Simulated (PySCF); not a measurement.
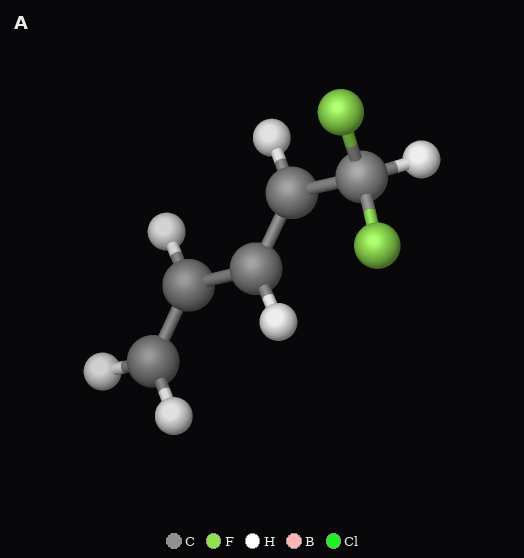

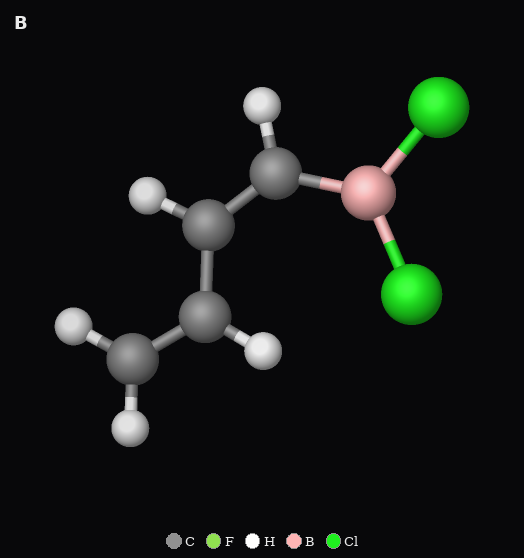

Two related species, optimised with PBE0-D3(BJ)/def2-SVP; properties computed with PySCF 2.14.0. Both: charge 0, singlet.

### Identify both.

A is C5H6F2 (C=C/C=C/C(F)F), B is C4H5BCl2 (C=C/C=C\B(Cl)Cl).

Compare them. With CAM-B3LYP/def2-SVPD: dipole moment (D), HOMO–LUMO gap (eV), HOMO energy (Kohn–Sham orbital) (eV), lowest vertical singlet excitation (eV), mean static polarisability (bohr³).

```tsv
quantity	A	B
dipole moment (D)	2.43	2.81
HOMO–LUMO gap (eV)	8.15	7.11
HOMO energy (Kohn–Sham orbital) (eV)	−8.46	−8.62
lowest vertical singlet excitation (eV)	5.81	4.69
mean static polarisability (bohr³)	69.7	100.8
```

Each is one conformer, and no frequency run is at hand to confirm it as a minimum.
